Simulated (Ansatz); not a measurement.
**How methods differ on BH3 (SMILES [H]B([H])[H])**

BH3 has 4 atoms, charge 0, and is taken as a singlet. SMILES: `[H]B([H])[H]`. The shape is that of a GFN2-xTB optimisation.

Quantity: the vertical electron affinity (to the doublet anion), in eV. The values are calculated.

The electron affinity is E(neutral) − E(anion): positive where the electron is bound.

```json
{"level": "HF/6-31G* (spherical functions)", "kind": "Hartree–Fock", "program": "Ansatz", "value (eV)": "-1.74", "less CCSD(T)/6-31G*": "-0.33"}
{"level": "SVWN5/6-31G* (spherical functions)", "kind": "LDA", "program": "Ansatz", "value (eV)": "-0.89", "less CCSD(T)/6-31G*": "+0.52"}
{"level": "BLYP/6-31G* (spherical functions)", "kind": "GGA", "program": "Ansatz", "value (eV)": "-1.25", "less CCSD(T)/6-31G*": "+0.16"}
{"level": "revPBE/6-31G* (spherical functions)", "kind": "GGA", "program": "Ansatz", "value (eV)": "-0.97", "less CCSD(T)/6-31G*": "+0.44"}
{"level": "CAM-B3LYP/6-31G* (spherical functions)", "kind": "range-separated hybrid", "program": "Ansatz", "value (eV)": "-1.08", "less CCSD(T)/6-31G*": "+0.33"}
{"level": "RPA@PBE/6-31G* (spherical functions)", "kind": "RPA", "program": "Ansatz", "value (eV)": "-1.36", "less CCSD(T)/6-31G*": "+0.05"}
{"level": "CCSD(T)/6-31G* (spherical functions)", "kind": "coupled cluster or CI", "program": "Ansatz", "value (eV)": "-1.41", "less CCSD(T)/6-31G*": "0.00"}
{"level": "CCSDT(Q)/6-31G* (spherical functions)", "kind": "coupled cluster or CI", "program": "Ansatz", "value (eV)": "-1.41", "less CCSD(T)/6-31G*": "0.00"}
{"level": "FCI/3-21G", "kind": "exact in the basis", "program": "Ansatz", "value (eV)": "-1.30", "less CCSD(T)/6-31G*": "+0.11"}
```

CCSD(T)/6-31G* (spherical functions) is the highest level here, not the true value. The values span -1.74 to -0.89 eV. High-level rows in very small sets aren't better than simpler rows in larger ones. Negative values mean that the anion is unbound at that level; they are set by how diffuse the basis is and aren't properties of the molecule.

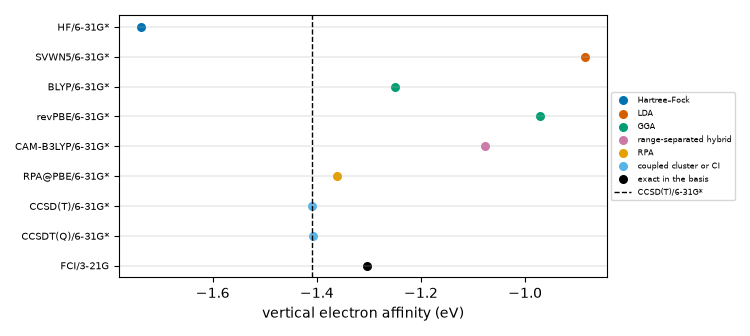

The values of the table, level by level.
